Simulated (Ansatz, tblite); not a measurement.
**Al(H2O)H3 (AlH₅O): which spin state is lowest**

Aim: set other spin states of Al(H2O)H3 (AlH₅O) against its singlet, on many levels of theory.

Program: Ansatz 0.2.0, Gaussian basis. Level of theory: as each input shows. These are calculated values, not measurements.

Plan: triplet, at the geometry of the singlet (GFN1-xTB, GFN2-xTB, PBE0-D4/def2-TZVP, PBE-D4/def2-TZVP, r2SCAN-D4/def2-TZVP); the singlet's energies come from earlier runs.

## (1) The geometry

The geometry is that of the singlet, from an earlier relaxation (PBE-D4/def2-TZVP).

7 atoms, charge 0, spin multiplicity 1.

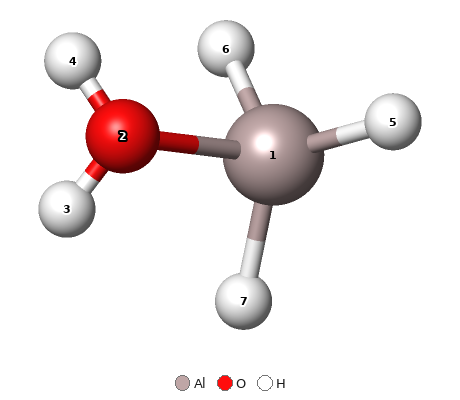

The structure; aluminium light grey, oxygen red, hydrogen white; atoms are numbered from 1 in the order of the file.

## (2) Triplet at the fixed geometry, GFN1-xTB

Tight binding, by tblite at 300 K electronic temperature and without a spin-polarisation term:

```python
tblite.interface.Calculator('GFN1-xTB', numbers, positions, charge=0, uhf=2).singlepoint()
```

Energy -229.2376 eV; 0.003 s.

## (3) Triplet at the fixed geometry, GFN2-xTB

Tight binding, by tblite at 300 K electronic temperature and without a spin-polarisation term:

```python
tblite.interface.Calculator('GFN2-xTB', numbers, positions, charge=0, uhf=2).singlepoint()
```

Energy -203.0496 eV; 0.005 s.

## (4) Triplet at the fixed geometry, PBE0-D4/def2-TZVP

in.yaml reads:

```yaml
crystal:
  periodic: [false, false, false]
  atoms:
    - {symbol: Al, position_ang: [0.117647, -0.077610, -0.886246]}
    - {symbol: O, position_ang: [0.174979, 0.000118, 1.174634]}
    - {symbol: H, position_ang: [-0.532014, -0.576350, 1.518853]}
    - {symbol: H, position_ang: [-0.015119, 0.900851, 1.494928]}
    - {symbol: H, position_ang: [1.659872, -0.258490, -1.272715]}
    - {symbol: H, position_ang: [-0.551213, 1.373369, -1.097758]}
    - {symbol: H, position_ang: [-0.854154, -1.361888, -0.931696]}
basis:
  gaussian: {orbitals: def2-TZVP}
magnetization: {spin_polarized: true, initial_magnetization: 2}
hamiltonian: {xc: pbe0, dispersion: d4}
scf: {omitted_lower_state_checks: [starts]}
output: {orbitals: {seedname: orbitals}}
```

Launch:

```sh
$ ansatz run in.yaml --threads 4 --pin off --events-out ev --progress --plain --max-ram 3916MiB
```

Log:

```text
Functional definition: PBE0
  name "PBE0"
  cite "Adamo & Barone, J. Chem. Phys. 110, 6158 (1999) doi:10.1063/1.478522"
  cite "Perdew, Burke & Ernzerhof, Phys. Rev. Lett. 77, 3865 (1996) doi:10.1103/PhysRevLett.77.3865"
  parent pbe
  parameter a = 0.25
  parameter kappa = 0.804
  parameter beta = 0.06672455060314922
  exchange = (1 - a)*pbe_x(kappa = kappa, mu = beta*pi^2/3) + a*exact_x
  correlation = pbe_c(beta = beta)
these checks for a lower state are left out or cut short: starts
650 factors; their error is unknown
mean field evaluation 1: about -8711.2207 eV, gradient 3.4e1 eV
mean field evaluation 2: about -8689.3507 eV, gradient 7.3e1 eV
mean field evaluation 4: about -8715.1621 eV, gradient 4.1e0 eV
mean field evaluation 8: about -8715.2989 eV, gradient 8.4e-2 eV
mean field evaluation 16: about -8715.3137 eV, gradient 2.3e-2 eV
mean field -8715.34158000 eV, -320.2828955945 hartree, gradient 1.2e-5 eV, S^2 2.008758; 0 other end points of the search recorded, 0 dependent functions left out
reference -8715.34161642 eV, -320.2828969327 hartree; 14, 12 occupied and 84, 86 virtual orbitals, 650 factors
Total energy: -8715.40210745 eV, -320.2851199372 hartree
Checks for a lower state left out: starts
```

Wall time 2.5 s (4 threads of Arm Neoverse V1, shared host).

Report: HOMO -2.67 eV, LUMO -6.74 eV (over both spins; with the spin held, an empty level of the minority spin lies below the top filled one); ⟨S²⟩ 2.009 (pure: 2.00).

## (5) Triplet at the fixed geometry, PBE-D4/def2-TZVP

start.molden holds the orbitals of an earlier run on this state, given as this run's starting guess.

Changes to in.yaml since step 4:

```diff
@@ -11,5 +11,5 @@
 basis:
-  gaussian: {orbitals: def2-TZVP}
+  gaussian: {orbitals: def2-TZVP, initial_orbitals: start.molden}
 magnetization: {spin_polarized: true, initial_magnetization: 2}
-hamiltonian: {xc: pbe0, dispersion: d4}
+hamiltonian: {xc: pbe, dispersion: d4}
 scf: {omitted_lower_state_checks: [starts]}
```

The command is unchanged.

Log:

```text
Functional definition: PBE
  name "PBE"
  cite "Perdew, Burke & Ernzerhof, Phys. Rev. Lett. 77, 3865 (1996) doi:10.1103/PhysRevLett.77.3865"
  parent pbe
  parameter kappa = 0.804
  parameter beta = 0.06672455060314922
  exchange = pbe_x(kappa = kappa, mu = beta*pi^2/3)
  correlation = pbe_c(beta = beta)
these checks for a lower state are left out or cut short: starts
630 factors; their error is unknown
mean field evaluation 1: about -8714.9298 eV, gradient 5.7e0 eV
mean field evaluation 2: about -8715.0216 eV, gradient 2.4e-1 eV
mean field evaluation 4: about -8715.0167 eV, gradient 2.6e-2 eV
mean field evaluation 8: about -8715.0167 eV, gradient 1.9e-5 eV
mean field -8715.01668583 eV, -320.2709559539 hartree, gradient 1.9e-5 eV, S^2 2.003618; 0 other end points of the search recorded, 0 dependent functions left out
reference -8715.01673410 eV, -320.2709577278 hartree; 14, 12 occupied and 84, 86 virtual orbitals, 630 factors
Total energy: -8715.08954835 eV, -320.2736336020 hartree
Checks for a lower state left out: starts
```

It took 0.95 s on 4 threads of Arm Neoverse V1, shared host.

HOMO -2.19 eV, LUMO -7.46 eV (over both spins; with the spin held, an empty level of the minority spin lies below the top filled one); ⟨S²⟩ 2.004 (pure: 2.00).

## (6) Triplet at the fixed geometry, r2SCAN-D4/def2-TZVP

Changes to in.yaml since step 5:

```diff
@@ -13,3 +13,3 @@
 magnetization: {spin_polarized: true, initial_magnetization: 2}
-hamiltonian: {xc: pbe, dispersion: d4}
+hamiltonian: {xc: r2scan, dispersion: d4}
 scf: {omitted_lower_state_checks: [starts]}
```

Launched as before.

Log:

```text
Functional definition: r2SCAN
  name "r2SCAN"
  cite "Furness, Kaplan, Ning, Perdew & Sun, J. Phys. Chem. Lett. 11, 8208 (2020) doi:10.1021/acs.jpclett.0c02405"
  cite "Furness, Kaplan, Ning, Perdew & Sun, J. Phys. Chem. Lett. 11, 9248 (2020) doi:10.1021/acs.jpclett.0c03077"
  parent r2scan
  parameter k0 = 0.174
  parameter k1 = 0.065
  parameter a1 = 4.9479
  exchange = r2scan_x(k0 = k0, k1 = k1, a1 = a1)
  correlation = r2scan_c
these checks for a lower state are left out or cut short: starts
630 factors; their error is unknown
mean field evaluation 1: about -8719.1302 eV, gradient 3.4e0 eV
mean field evaluation 2: about -8719.1708 eV, gradient 1.0e-1 eV
mean field evaluation 4: about -8719.1631 eV, gradient 6.0e-3 eV
mean field evaluation 8: about -8719.1631 eV, gradient 1.2e-5 eV
mean field -8719.16306320 eV, -320.4233325118 hartree, gradient 1.2e-5 eV, S^2 2.010651; 0 other end points of the search recorded, 0 dependent functions left out
reference -8719.16308102 eV, -320.4233331665 hartree; 14, 12 occupied and 84, 86 virtual orbitals, 630 factors
Total energy: -8719.18017270 eV, -320.4239612743 hartree
Checks for a lower state left out: starts
```

Run time: 2.3 s. Hardware: 4 threads of Arm Neoverse V1, shared host.

Report: HOMO -2.29 eV, LUMO -7.43 eV (over both spins; with the spin held, an empty level of the minority spin lies below the top filled one); ⟨S²⟩ 2.011 (pure: 2.00).

## (7) Triplet less singlet, vertical

The singlet's energies are those of its earlier runs, whose logs aren't repeated here.

```
              level  triplet less singlet, vertical (kcal/mol)     time
           GFN1-xTB                                     +168.1   0.01 s
           GFN2-xTB                                     +150.1  0.007 s
   PBE-D4/def2-TZVP                                     +118.7    1.5 s
r2SCAN-D4/def2-TZVP                                     +125.3    3.4 s
  PBE0-D4/def2-TZVP                                     +129.8    3.6 s
```

Times add the two runs; a level without a time comes out of a correlated run. Tight binding without a spin term can't rank spin states.

## (8) What came out

| quantity | value |
| --- | --- |
| triplet less singlet, vertical, functionals in def2-TZVP | +118.7 (PBE-D4) to +129.8 kcal/mol (PBE0-D4) |

What this shows: All functionals put the triplet above the singlet, over a spread of 11.1 kcal/mol. The checks for a lower triplet were left out, so another state of that spin may lie lower. These are electronic energies, without zero-point motion, entropy or surroundings.
